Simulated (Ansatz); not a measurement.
## Run report: SiPH6F, geometry relaxation (part 2 of 2)

Continued. System: SiPH6F. Method: RKS PBE-D4/def2-SVP (Ansatz 0.2.0). It belongs to a series of runs on one base structure; here: end point A relaxed.

Geometry of the input (Å):
```
Si 0.3074  0.0017  -0.0999
F  0.5529  -0.0575  1.4996
H  1.6531  0.1562  -0.7485
H  -0.5534  1.1825  -0.4385
H  -0.3271  -1.2761  -0.5547
P  -2.8280  0.1998  1.1741
H  -2.7610  -1.0087  0.3907
H  -3.5276  -0.4743  2.2408
H  -1.5550  -0.0357  1.7806
```

Trajectory as extended XYZ, continued
```
9
Properties=species:S:1:pos:R:3:forces:R:3 step=8 energy=-19962.71642
Si    0.5212   -0.0124   -0.2326    0.0380  -0.0030   0.0402
F     0.5878   -0.0960    1.4098    0.0022  -0.0008  -0.0672
H     1.9183    0.1919   -0.7500   -0.0532  -0.0054   0.0203
H    -0.3551    1.1452   -0.6143    0.0044  -0.0039  -0.0005
H    -0.0467   -1.2987   -0.7593    0.0088   0.0091   0.0100
P    -3.1856    0.2025    1.3833    0.0008  -0.0503   0.0437
H    -2.9849   -0.9189    0.4964    0.0014   0.0219   0.0157
H    -3.6628   -0.6556    2.4417    0.0023   0.0243  -0.0412
H    -1.8307    0.1299    1.8691   -0.0047   0.0081  -0.0209
9
Properties=species:S:1:pos:R:3:forces:R:3 step=9 energy=-19962.71690
Si    0.5212   -0.0175   -0.2322    0.0324  -0.0007   0.0139
F     0.5862   -0.1013    1.4090   -0.0054   0.0002  -0.0289
H     1.9172    0.1968   -0.7446   -0.0332  -0.0036   0.0080
H    -0.3607    1.1350   -0.6164    0.0004  -0.0056   0.0015
H    -0.0357   -1.3075   -0.7606    0.0037   0.0063   0.0074
P    -3.1964    0.2065    1.3958    0.0102  -0.0456   0.0197
H    -2.9857   -0.8982    0.4907   -0.0091   0.0198   0.0049
H    -3.6524   -0.6756    2.4436    0.0246   0.0269  -0.0311
H    -1.8323    0.1497    1.8588   -0.0238   0.0024   0.0047
9
Properties=species:S:1:pos:R:3:forces:R:3 step=10 energy=-19962.71742
Si    0.5189   -0.0243   -0.2292    0.0038   0.0012  -0.0161
F     0.5879   -0.1030    1.4106   -0.0059   0.0010   0.0188
H     1.9098    0.2038   -0.7439   -0.0016  -0.0007  -0.0050
H    -0.3756    1.1174   -0.6157   -0.0016  -0.0028   0.0017
H    -0.0257   -1.3211   -0.7522    0.0020  -0.0015   0.0015
P    -3.2020    0.2132    1.4071    0.0145  -0.0340   0.0184
H    -2.9846   -0.8655    0.4731   -0.0047   0.0166   0.0062
H    -3.6344   -0.7001    2.4377    0.0224   0.0226  -0.0270
H    -1.8328    0.1675    1.8566   -0.0288  -0.0023   0.0015
9
Properties=species:S:1:pos:R:3:forces:R:3 step=11 energy=-19962.71764
Si    0.5050   -0.0456   -0.2208   -0.0444  -0.0008  -0.0749
F     0.5738   -0.1003    1.4181   -0.0001   0.0023   0.0773
H     1.8857    0.2233   -0.7373    0.0316   0.0052  -0.0139
H    -0.4276    1.0609   -0.6240    0.0103  -0.0147   0.0061
H     0.0057   -1.3672   -0.7279    0.0029   0.0066   0.0034
P    -3.2083    0.2385    1.4463    0.0242  -0.1996   0.0134
H    -2.9665   -0.7532    0.4171   -0.0353   0.0903   0.0898
H    -3.5785   -0.7783    2.4108    0.0451   0.1034  -0.1084
H    -1.8278    0.2099    1.8618   -0.0344   0.0073   0.0071
9
Properties=species:S:1:pos:R:3:forces:R:3 step=12 energy=-19962.71866
Si    0.5086   -0.0423   -0.2248   -0.0110   0.0000  -0.0246
F     0.5752   -0.0934    1.4160   -0.0013   0.0011   0.0240
H     1.8933    0.2158   -0.7410    0.0043   0.0000  -0.0036
H    -0.4156    1.0694   -0.6303    0.0030  -0.0067   0.0015
H     0.0005   -1.3614   -0.7294    0.0027   0.0036   0.0034
P    -3.2091    0.2337    1.4458    0.0074  -0.0946   0.0176
H    -2.9698   -0.7625    0.4261   -0.0048   0.0466   0.0334
H    -3.5888   -0.7752    2.4082    0.0204   0.0515  -0.0454
H    -1.8329    0.2038    1.8735   -0.0205  -0.0015  -0.0063
9
Properties=species:S:1:pos:R:3:forces:R:3 step=13 energy=-19962.71945
Si    0.5023   -0.0466   -0.2224   -0.0002   0.0001   0.0033
F     0.5729   -0.0790    1.4196   -0.0004   0.0011  -0.0008
H     1.8852    0.2107   -0.7447   -0.0002  -0.0003  -0.0012
H    -0.4266    1.0570   -0.6376   -0.0005  -0.0015  -0.0017
H    -0.0016   -1.3729   -0.7108    0.0000  -0.0014   0.0011
P    -3.2081    0.2353    1.4596    0.0013  -0.0021   0.0028
H    -2.9583   -0.7209    0.4085   -0.0003   0.0050  -0.0008
H    -3.5725   -0.8048    2.3883    0.0003  -0.0032  -0.0024
H    -1.8318    0.2090    1.8836   -0.0001   0.0023  -0.0003
9
Properties=species:S:1:pos:R:3:forces:R:3 step=14 energy=-19962.71994
Si    0.4873   -0.0626   -0.2154    0.0000  -0.0001   0.0484
F     0.5695   -0.0437    1.4280   -0.0049  -0.0001  -0.0554
H     1.8627    0.2021   -0.7543   -0.0036  -0.0047   0.0015
H    -0.4610    1.0138   -0.6580    0.0045  -0.0058   0.0001
H     0.0019   -1.4116   -0.6603    0.0039   0.0106   0.0052
P    -3.2114    0.2455    1.5046   -0.0296  -0.1656  -0.0401
H    -2.9345   -0.5947    0.3565   -0.0206   0.0800   0.1017
H    -3.5221   -0.9017    2.3308    0.0342   0.0931  -0.0658
H    -1.8309    0.2406    1.9121    0.0159  -0.0074   0.0044
9
Properties=species:S:1:pos:R:3:forces:R:3 step=15 energy=-19962.72083
Si    0.4868   -0.0607   -0.2157    0.0052  -0.0032   0.0454
F     0.5649   -0.0336    1.4276   -0.0012   0.0001  -0.0488
H     1.8652    0.1921   -0.7531   -0.0064  -0.0015   0.0033
H    -0.4548    1.0179   -0.6661    0.0026  -0.0007  -0.0024
H    -0.0045   -1.4092   -0.6543    0.0006   0.0043   0.0027
P    -3.2140    0.2409    1.5091   -0.0014  -0.0560  -0.0178
H    -2.9347   -0.5852    0.3568   -0.0189   0.0254   0.0395
H    -3.5156   -0.9088    2.3276    0.0077   0.0219  -0.0287
H    -1.8320    0.2346    1.9122    0.0118   0.0096   0.0067
9
Properties=species:S:1:pos:R:3:forces:R:3 step=16 energy=-19962.72151
Si    0.4863   -0.0624   -0.2125    0.0057   0.0018  -0.0148
F     0.5628   -0.0191    1.4287   -0.0047   0.0020   0.0030
H     1.8665    0.1745   -0.7509    0.0081  -0.0047   0.0023
H    -0.4423    1.0202   -0.6791   -0.0080   0.0023   0.0044
H    -0.0155   -1.4102   -0.6399   -0.0024  -0.0023   0.0054
P    -3.2254    0.2328    1.5255   -0.0031  -0.0035  -0.0019
H    -2.9477   -0.5557    0.3498   -0.0024   0.0052  -0.0011
H    -3.4865   -0.9442    2.3153    0.0050  -0.0016  -0.0009
H    -1.8368    0.2519    1.9072    0.0018   0.0007   0.0037
9
Properties=species:S:1:pos:R:3:forces:R:3 step=17 energy=-19962.71884 accepted=F
Si    0.4763   -0.0686   -0.2037   -0.0089  -0.0111  -0.0716
F     0.5397    0.0504    1.4334    0.0000   0.0110   0.0277
H     1.8678    0.1025   -0.7407   -0.0077  -0.0022   0.0154
H    -0.4183    1.0155   -0.7336    0.0104  -0.0136   0.0175
H    -0.0587   -1.4224   -0.5719    0.0035   0.0154   0.0108
P    -3.2571    0.2057    1.5935    0.1389  -0.3703  -0.0470
H    -2.9695   -0.4104    0.3071   -0.0738   0.0847   0.2061
H    -3.3695   -1.0906    2.2539    0.0380   0.2858  -0.1676
H    -1.8494    0.3058    1.9061   -0.1003   0.0003   0.0089
9
Properties=species:S:1:pos:R:3:forces:R:3 step=18 energy=-19962.72252
Si    0.4806   -0.0644   -0.2113   -0.0058  -0.0032   0.0046
F     0.5463    0.0208    1.4293    0.0040   0.0020  -0.0071
H     1.8693    0.1367   -0.7448   -0.0103  -0.0020   0.0038
H    -0.4318    1.0188   -0.7094    0.0084  -0.0057  -0.0014
H    -0.0389   -1.4165   -0.6047    0.0038   0.0076   0.0013
P    -3.2355    0.2210    1.5585    0.0021  -0.0771   0.0042
H    -2.9558   -0.4856    0.3297    0.0024   0.0314   0.0324
H    -3.4318   -1.0146    2.2794    0.0032   0.0453  -0.0228
H    -1.8410    0.2717    1.9174   -0.0079   0.0017  -0.0149
9
Properties=species:S:1:pos:R:3:forces:R:3 step=19 energy=-19962.72303
Si    0.4767   -0.0662   -0.2067    0.0056   0.0065  -0.0173
F     0.5391    0.0614    1.4312    0.0001   0.0015  -0.0088
H     1.8709    0.0946   -0.7413   -0.0183  -0.0067   0.0131
H    -0.4094    1.0237   -0.7391    0.0069  -0.0202   0.0082
H    -0.0664   -1.4186   -0.5676    0.0026   0.0174   0.0059
P    -3.2534    0.2000    1.5943    0.0647  -0.1529  -0.0216
H    -2.9716   -0.4153    0.3147   -0.0330   0.0392   0.0812
H    -3.3755   -1.0876    2.2464    0.0267   0.1204  -0.0680
H    -1.8491    0.2960    1.9123   -0.0554  -0.0052   0.0074
9
Properties=species:S:1:pos:R:3:forces:R:3 step=20 energy=-19962.72406
Si    0.4748   -0.0658   -0.2052   -0.0004   0.0026  -0.0226
F     0.5347    0.0724    1.4317    0.0034   0.0034  -0.0006
H     1.8710    0.0822   -0.7382   -0.0175  -0.0035   0.0127
H    -0.4052    1.0240   -0.7469    0.0091  -0.0139   0.0071
H    -0.0761   -1.4168   -0.5578    0.0030   0.0096   0.0047
P    -3.2545    0.1939    1.6001    0.0478  -0.0884   0.0101
H    -2.9782   -0.4001    0.3126   -0.0084   0.0224   0.0329
H    -3.3545   -1.1016    2.2327    0.0053   0.0656  -0.0354
H    -1.8508    0.2997    1.9149   -0.0423   0.0022  -0.0090
9
Properties=species:S:1:pos:R:3:forces:R:3 step=21 energy=-19962.72533
Si    0.4656   -0.0672   -0.2000    0.0011   0.0011  -0.0127
F     0.5268    0.1042    1.4337    0.0025   0.0029   0.0031
H     1.8644    0.0505   -0.7324   -0.0105  -0.0025   0.0055
H    -0.3982    1.0233   -0.7646    0.0048  -0.0094   0.0024
H    -0.1031   -1.4173   -0.5253    0.0014   0.0057   0.0026
P    -3.2556    0.1750    1.6193    0.0155  -0.0354   0.0007
H    -2.9811   -0.3489    0.3027   -0.0060   0.0096   0.0145
H    -3.3044   -1.1479    2.1936    0.0087   0.0301  -0.0185
H    -1.8528    0.3161    1.9171   -0.0174  -0.0022   0.0025
9
Properties=species:S:1:pos:R:3:forces:R:3 step=22 energy=-19962.72434 accepted=F
Si    0.4479   -0.0716   -0.1878    0.0064   0.0053   0.0398
F     0.5202    0.1876    1.4363   -0.0070  -0.0134  -0.0726
H     1.8488   -0.0255   -0.7278   -0.0214  -0.0065   0.0138
H    -0.3800    1.0161   -0.8105    0.0042  -0.0251   0.0092
H    -0.1627   -1.4211   -0.4401    0.0120   0.0375   0.0110
P    -3.2668    0.1286    1.6681    0.1054  -0.2877  -0.1448
H    -2.9925   -0.2146    0.2815   -0.0672   0.0411   0.2130
H    -3.1858   -1.2625    2.0886   -0.0020   0.2527  -0.0942
H    -1.8676    0.3509    1.9357   -0.0302  -0.0040   0.0248
9
Properties=species:S:1:pos:R:3:forces:R:3 step=23 energy=-19962.72524 accepted=F
Si    0.4671   -0.0664   -0.1988   -0.0119  -0.0049  -0.0014
F     0.5274    0.1055    1.4352    0.0037   0.0022  -0.0095
H     1.8655    0.0497   -0.7308   -0.0041   0.0015   0.0042
H    -0.4006    1.0180   -0.7654    0.0051   0.0234  -0.0003
H    -0.1060   -1.4128   -0.5265    0.0066  -0.0243   0.0076
P    -3.2551    0.1744    1.6199    0.0129  -0.0310  -0.0002
H    -2.9815   -0.3466    0.3021   -0.0056   0.0090   0.0130
H    -3.3031   -1.1495    2.1914    0.0087   0.0262  -0.0166
H    -1.8523    0.3155    1.9170   -0.0154  -0.0020   0.0033
9
Properties=species:S:1:pos:R:3:forces:R:3 step=24 energy=-19962.72542
Si    0.4655   -0.0673   -0.2001    0.0014   0.0002  -0.0006
F     0.5272    0.1050    1.4336    0.0004   0.0021   0.0005
H     1.8638    0.0500   -0.7320   -0.0014  -0.0018   0.0004
H    -0.3981    1.0226   -0.7648   -0.0007  -0.0023  -0.0011
H    -0.1033   -1.4172   -0.5247   -0.0012  -0.0002   0.0018
P    -3.2557    0.1741    1.6196   -0.0007  -0.0009   0.0012
H    -2.9816   -0.3474    0.3029   -0.0008   0.0045   0.0000
H    -3.3024   -1.1479    2.1916    0.0045  -0.0028  -0.0044
H    -1.8540    0.3160    1.9181   -0.0017   0.0013   0.0021
```

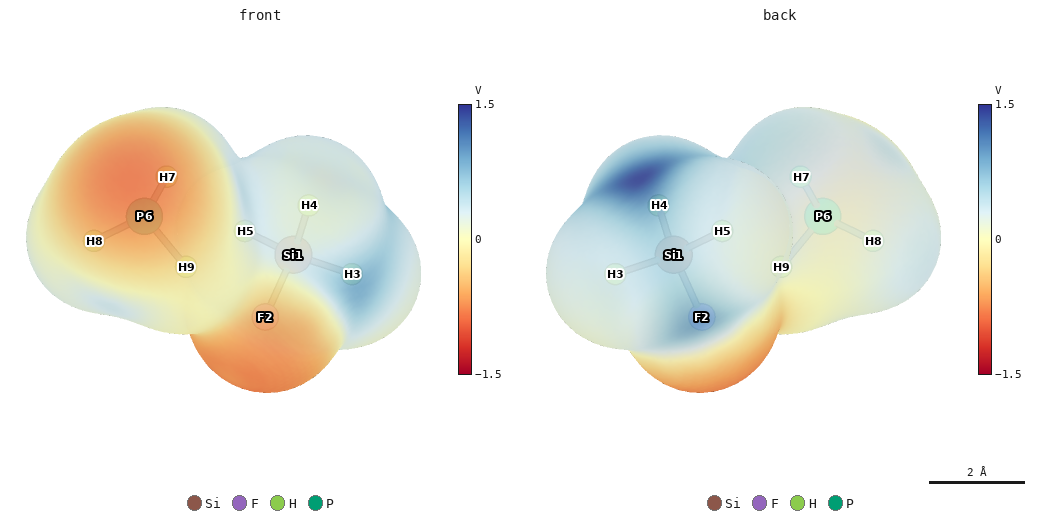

**Figure 1.** The molecular electrostatic potential painted on the density surface at 0.001 e/bohr³, seen at a tilt and from behind; red is negative and blue positive.

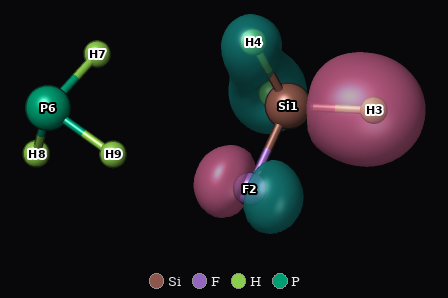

**Figure 2.** One frontier orbital at ±0.15 Å⁻³ᐟ² (teal and pink are the two phases), seen at a tilt. The HOMO−1, at −8.24 eV. Its weight (Hirshfeld) is mainly on Si1 (30 %), H3 (30 %), F2 (25 %) and H5 (10 %).

Summary

| quantity | value |
| --- | --- |
| outcome | converged |
| total energy | −19962.7255 eV |
| mean-field energy | −19962.5990 eV |
| largest force (length of the vector) at the end | 0.007 eV/Å |
| wall time | 49 s |
| peak memory | 0.14 GiB |
